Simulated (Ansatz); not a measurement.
# BF (SMILES [B]F): PBE/STO-3G

Aim: the vertical electron affinity of BF at PBE/STO-3G, from 2 runs. 

Program for the calculation: Ansatz 0.2.0.

35 further runs of the same task are left out: 1 that didn't finish, 34 set aside as unsound or not needed.

### 1 The molecule

The species is BF (2 atoms), meant as a singlet with charge 0. SMILES: `[B]F`. Geometry: relaxed at PBE0-D4/def2-TZVP.

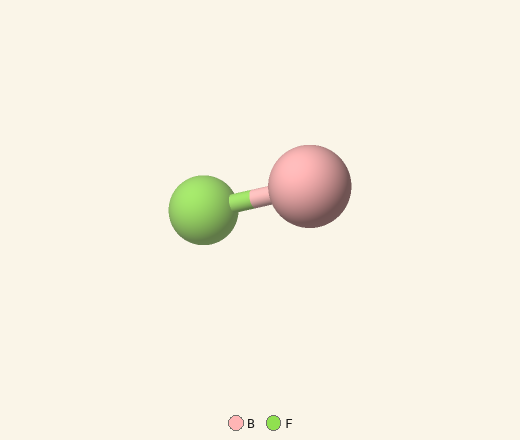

The structure, seen from a chosen angle (boron pink, fluorine green).

### 2 A single-point energy at PBE/STO-3G

File in.yaml:

```yaml
crystal:
  periodic: [false, false, false]
  atoms:
    - {symbol: B, position_ang: [0.000000, -0.000000, -0.009350]}
    - {symbol: F, position_ang: [-0.000000, 0.000000, 1.253740]}
basis:
  gaussian:
    orbitals: STO-3G
accuracy: high
hamiltonian:
  xc: pbe
```

Started as:

```console
$ ansatz run in.yaml --threads 1 --pin off --max-ram 3480MiB --events-out events.jsonl --progress --plain --runs-dir runs
```

Standard output:

```text
Warning: RAYON_NUM_THREADS=1 ignored (pool sized by the plan → 1); use --threads N
Functional definition: PBE
  name "PBE"
  parameter kappa = 0.804
  parameter beta = 0.06672455060314922
  exchange = pbe_x(kappa = kappa, mu = beta*pi^2/3)
  correlation = pbe_c(beta = beta)
149 factors; integrals over basis functions are off by at most 3.9e-8 eV
mean field evaluation 1: about -3338.2583 eV, gradient 2.4e1 eV
mean field evaluation 2: about -3336.3800 eV, gradient 3.0e1 eV
mean field evaluation 4: about -3339.7165 eV, gradient 5.0e-1 eV
mean field evaluation 8: about -3339.7001 eV, gradient 1.4e-4 eV
mean field evaluation 16: about -3339.7001 eV, gradient 1.6e-8 eV
mean field -3339.70012312 eV, -122.7317157946 hartree, gradient 1.6e-8 eV, S^2 0.000000; 0 other end points of the search recorded, 0 dependent functions left out
reference -3339.70012433 eV, -122.7317158390 hartree; 7, 7 occupied and 3, 3 virtual orbitals, 149 factors
Total energy: -3339.70012433 eV, -122.7317158390 hartree
```

Wall time 0.2 s (1 thread of Intel Xeon 6975P-C (Granite Rapids), shared host).

### 3 The doublet anion

File job.yaml:

```yaml
crystal:
  periodic: [false, false, false]
  atoms:
    - symbol: B
      position_ang: [0.000000, -0.000000, -0.009350]
    - symbol: F
      position_ang: [-0.000000, 0.000000, 1.253740]
basis:
  gaussian:
    orbitals: STO-3G
total_charge: -1
magnetization:
  spin_polarized: true
  initial_magnetization: 1
hamiltonian:
  xc: {name: PBE}
accuracy: high
```

Started as:

```console
$ ansatz run job.yaml --threads 1 --pin off --max-ram 3480MiB --events-out events.jsonl --progress --plain --runs-dir runs
```

Standard output (excerpt; [...] marks lines left out):

```text
Warning: RAYON_NUM_THREADS=1 ignored (pool sized by the plan → 1); use --threads N
[... 6 set-up lines as earlier in the session ...]
149 factors; integrals over basis functions are off by at most 3.9e-8 eV
mean field evaluation 1: about -3273.8641 eV, gradient 1.0e2 eV
mean field evaluation 2: about -3305.6734 eV, gradient 4.1e1 eV
mean field evaluation 4: about -3330.3688 eV, gradient 1.1e1 eV
mean field evaluation 8: about -3331.0554 eV, gradient 6.3e-2 eV
mean field evaluation 16: about -3331.0554 eV, gradient 3.3e-7 eV
mean field evaluation 32: about -3331.0475 eV, gradient 9.0e-1 eV
mean field -3331.05543387 eV, -122.4140293241 hartree, gradient 1.2e-8 eV, S^2 0.750854; 1 other end points of the search recorded, 0 dependent functions left out
reference -3331.05543509 eV, -122.4140293692 hartree; 8, 7 occupied and 2, 3 virtual orbitals, 149 factors
Total energy: -3331.05543509 eV, -122.4140293692 hartree
```

Wall time 0.56 s (1 thread of Intel Xeon 6975P-C (Granite Rapids), shared host); peak memory 0.11 GiB.

### 4 Outcome

Level: PBE/STO-3G.

```
                                         quantity          value
                         singlet BF: total energy  -122.73172 Eh
                      doublet anion: total energy  -122.41403 Eh
                              doublet anion: ⟨S²⟩          0.751
vertical electron affinity (to the doublet anion)      -8.645 eV
```

The anion lies 8.64 eV (199 kcal/mol) above the neutral: the electron isn't bound at this level, and such a value depends on the basis. Without diffuse functions anions come out too high. In a minimal basis such a difference can be off by several eV, whatever the method.
